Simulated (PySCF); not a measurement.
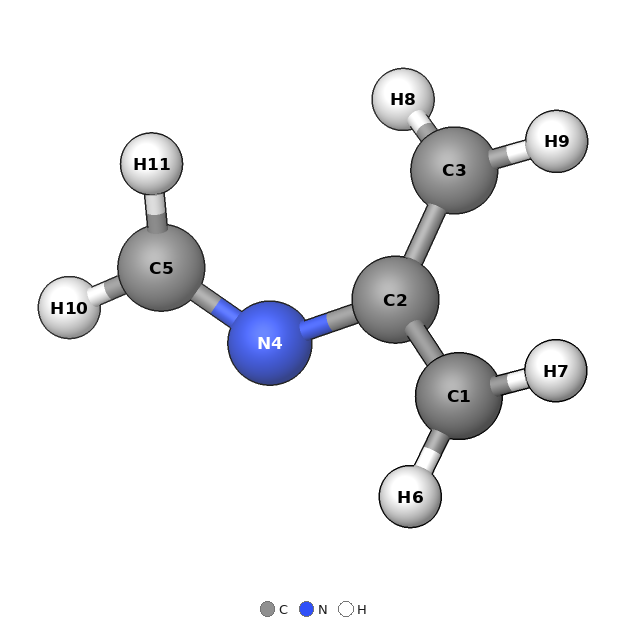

Charge 0, doublet. The computed structure is the end point of a GFN2-xTB optimisation. No frequency run is at hand to confirm it as a minimum. Method: UKS B3LYP, pcH-1 on C H N, non-relativistic (PySCF 2.14.0). Fermi-contact and spin-dipolar terms alone, no spin-orbit part.

> Which nucleus has the largest dipolar (anisotropic) hyperfine coupling?

13C at C1: principal values −55.2, −53.7, 108.9 MHz.

List the isotropic and dipolar parts for the most strongly coupled nuclei, one of each equivalent set.

```csv
atom,isotope,a_iso (MHz),dipolar part (MHz)
C1,13C,57.9,"−55.2, −53.7, 108.9"
C3,13C,53.6,"−50.5, −48.9, 99.5"
C2,13C,−50.8,"−28.6, 11.8, 16.8"
H6,1H,−44.6,"−26.9, −0.5, 27.4"
H7,1H,−42.3,"−23.5, −1.8, 25.3"
H8,1H,−40.6,"−24.8, −0.4, 25.2"
H9,1H,−38.5,"−20.9, −1.9, 22.8"
C5,13C,−14.5,"−6.8, 3.3, 3.5"
```
